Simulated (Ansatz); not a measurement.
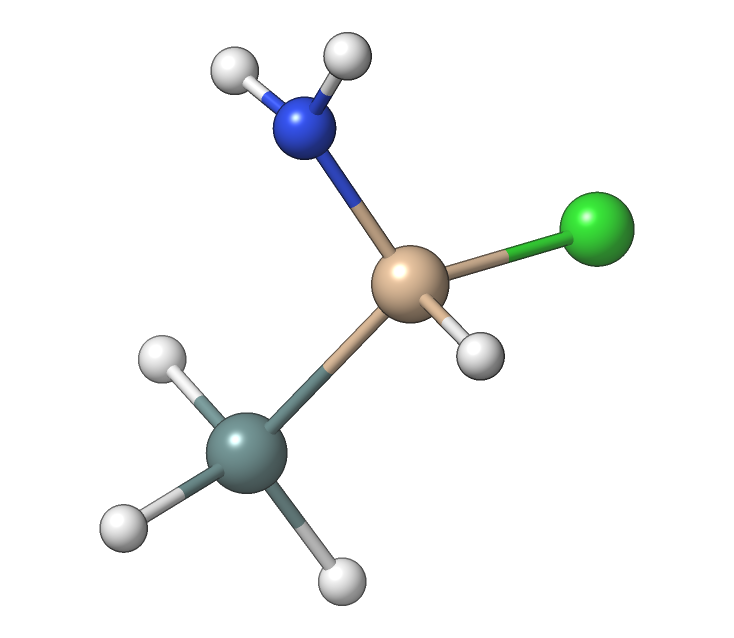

A ball-and-stick model of a molecule. Every bond is drawn as one stick, whatever its order. Colours: nitrogen blue, silicon light orange, chlorine green, germanium teal, hydrogen white.

Computed geometry: PBE0-D4/def2-TZVP optimisation. No frequency run is at hand to confirm it as a minimum.

Description:

The molecule is ClGeH₆NSi. SMILES: `N[Si@H](Cl)[GeH3]`. Among its groups: Si–H bond, Si–N bond. This geometry has C1 symmetry. Coordination, clear cases only: 1 Si tetrahedral; 1 Ge tetrahedral.

The parts below concern this one geometry. Atoms keep their numbers from picture to picture.

Levels of theory compared

No frequency run is at hand to confirm it as a minimum. Program: Ansatz 0.2.0.

At this fixed geometry, give HOMO energy (eV) at these levels: B3LYP-D4/def2-TZVPP; PBE-D4/def2-TZVPP; PBE0-D4/def2-TZVPP; r2SCAN-D4/def2-TZVPP; ωB97M-V/def2-TZVPP; ωB97X-V/def2-TZVPP.

```csv
level,HOMO energy (eV)
B3LYP-D4/def2-TZVPP,−7.66
PBE-D4/def2-TZVPP,−6.57
PBE0-D4/def2-TZVPP,−7.87
r2SCAN-D4/def2-TZVPP,−6.88
ωB97M-V/def2-TZVPP,−9.96
ωB97X-V/def2-TZVPP,−10.16
```

Dipole moment

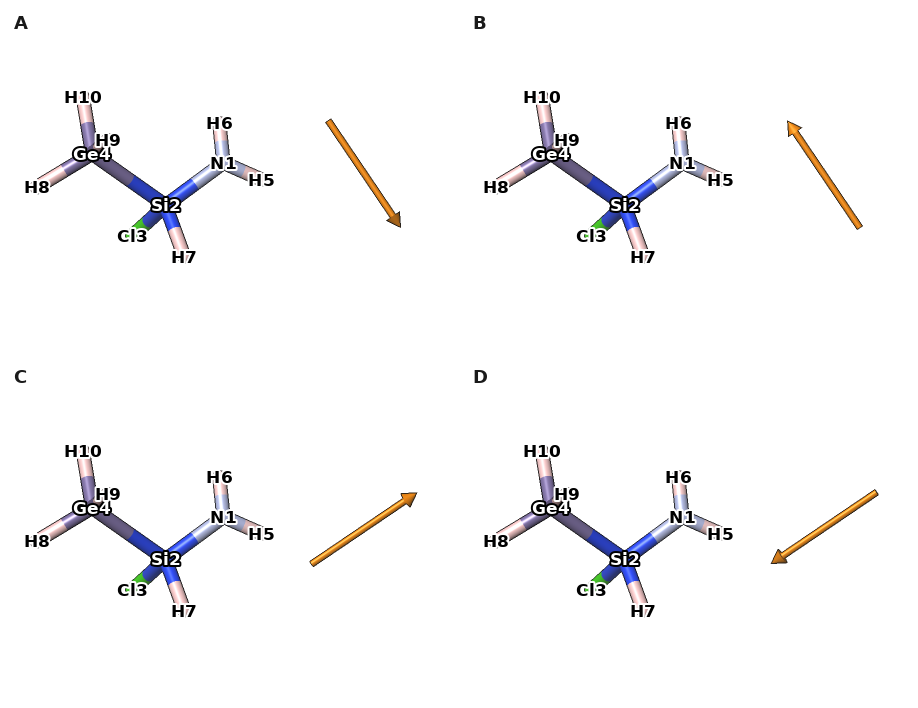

The same molecule four times, each with an arrow. No frequency run is at hand to confirm it as a minimum. Properties computed with RKS PBE-D4/def2-TZVPP (Ansatz 0.2.0).

Which arrow points along the dipole moment, from the negative to the positive end?

Answer. C. The dipole moment is 1.95 D; it points from the side of H8 to the side of H5, H6 (the outermost atoms at the two ends).

Charges

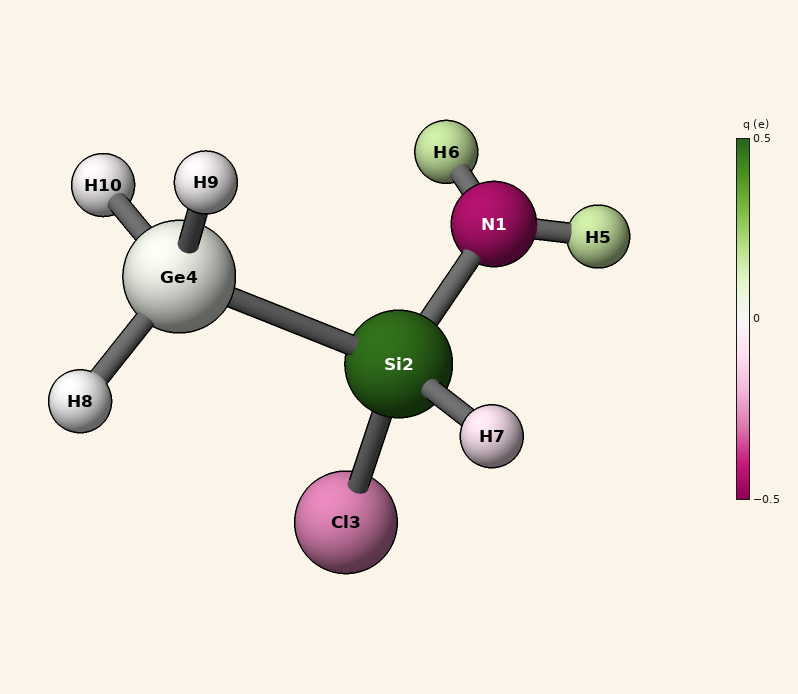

Atoms are coloured by their Mulliken charges. No frequency run is at hand to confirm it as a minimum. Method: RKS r2SCAN-D4/def2-TZVPP (Ansatz 0.2.0).

Which atom carries the highest charge (most positive or least negative)?

Answer. Si2 (0.48 e).

And the lowest?

Answer. N1 (−0.44 e).

Give the Mulliken charges atom by atom.

```
atom  value (e)
  N1      −0.44
 Si2       0.48
 Cl3      −0.27
 Ge4       0.03
  H5       0.16
  H6       0.16
  H7      −0.08
  H8       0.00
  H9      −0.01
 H10      −0.01
```

Mulliken values depend strongly on the basis set and can even reverse the polarity of a bond.
